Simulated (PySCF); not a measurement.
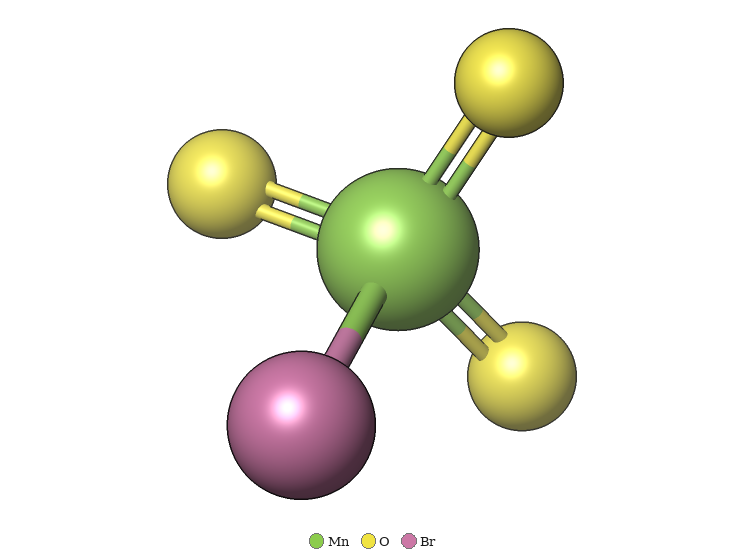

A ball-and-stick model of a molecule. Double and triple bonds are drawn as two and three sticks.

Charge 0, singlet.

> Give the formula.

MnBrO₃, 5 atoms: 1 manganese, 1 bromine and 3 oxygen.

> Give the symmetry (Schoenflies symbol).

C3v.

> What is its SMILES?

[O]=[Mn](=[O])(=[O])[Br]

The parts below concern this one geometry. Atoms keep their numbers from picture to picture. The computed structure is the end point of a PBE0-D3(BJ)/def2-SVP optimisation. No frequency run is at hand to confirm it as a minimum.

## Shape

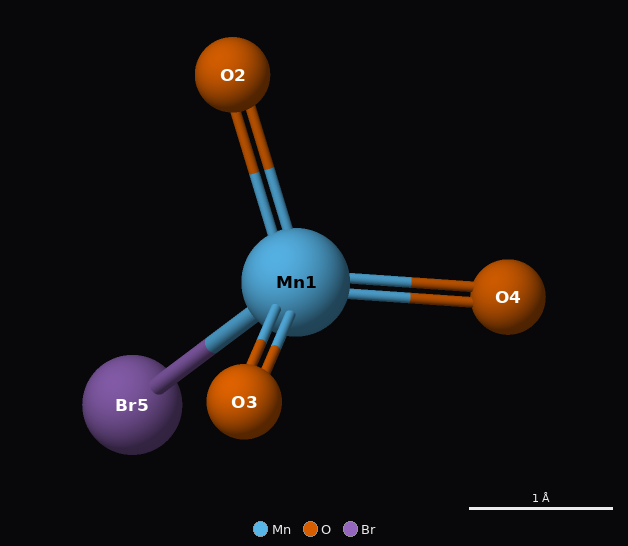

Numbered structure. No frequency run is at hand to confirm it as a minimum.

> Describe the coordination of atom 1.

Mn1 has 4 neighbours (O2 at 1.53, O3 at 1.53, O4 at 1.53, Br5 at 2.26 Å); the arrangement is tetrahedral.

## Electronic properties

No frequency run is at hand to confirm it as a minimum. Properties computed with PBE/pcJ-1 (pcSseg-1 on Br) (pcSseg-1 on Mn), gas phase (PySCF 2.14.0).

Computed properties:

- dipole moment: 0.89 D
- HOMO energy (Kohn–Sham orbital): −8.01 eV
- LUMO energy (Kohn–Sham orbital): −5.98 eV
- HOMO–LUMO gap: 2.04 eV

## NMR shielding

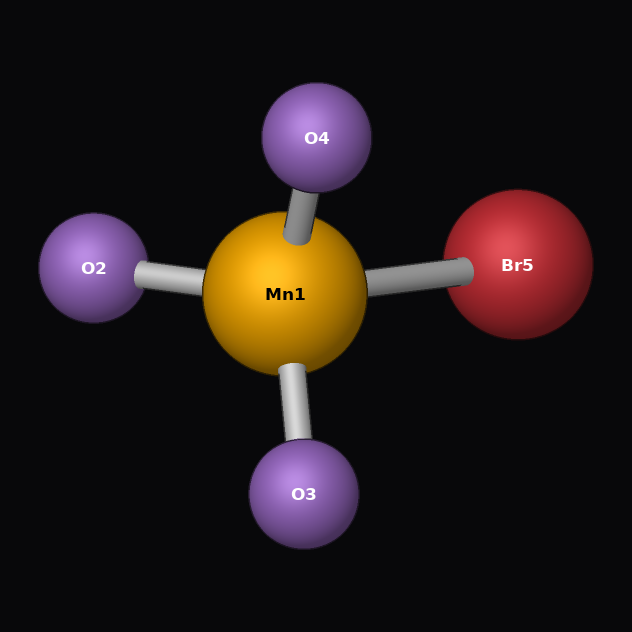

No frequency run is at hand to confirm it as a minimum. Level of theory: GIAO PBE0/pcSseg-1 (pcSseg-2 on Mn) NMR shielding, non-relativistic, gas phase (PySCF 2.14.0). Principal shieldings σ11 ≤ σ22 ≤ σ33, span Ω = σ33 − σ11, skew κ = 3(σiso − σ22)/Ω.

Give the shielding tensors of the O atoms.

```tsv
atom	σ11	σ22	σ33	σiso	Ω	κ
O2, O3, O4	−2291.2	−1324.4	−693.8	−1436.5	1597.5	−0.21
```

Shieldings and span in ppm.

## Polarisability

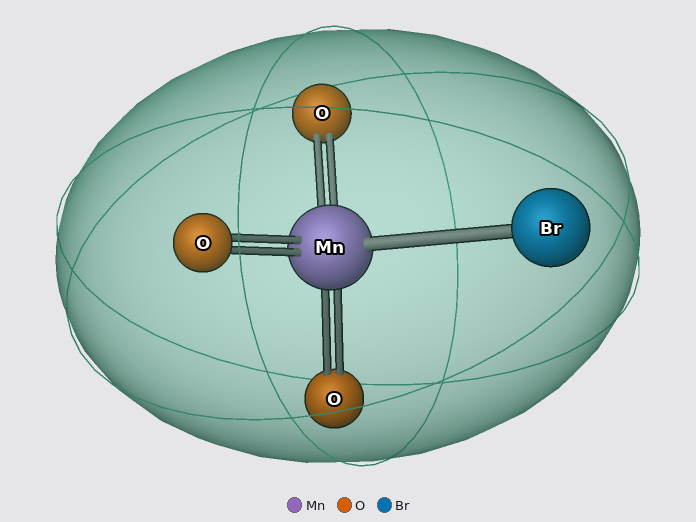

The ellipsoid shows the static dipole polarisability: its half-axes are proportional to the principal values. No frequency run is at hand to confirm it as a minimum. Computed with CAM-B3LYP/def2-SVPD (PySCF 2.14.0).

> Give the principal values, the mean and the anisotropy.

Principal values 55.8, 55.8, 80.5 bohr³; mean 64.0 bohr³ (9.49 Å³); anisotropy 24.7 bohr³, so the longest axis is 1.44 times the shortest.
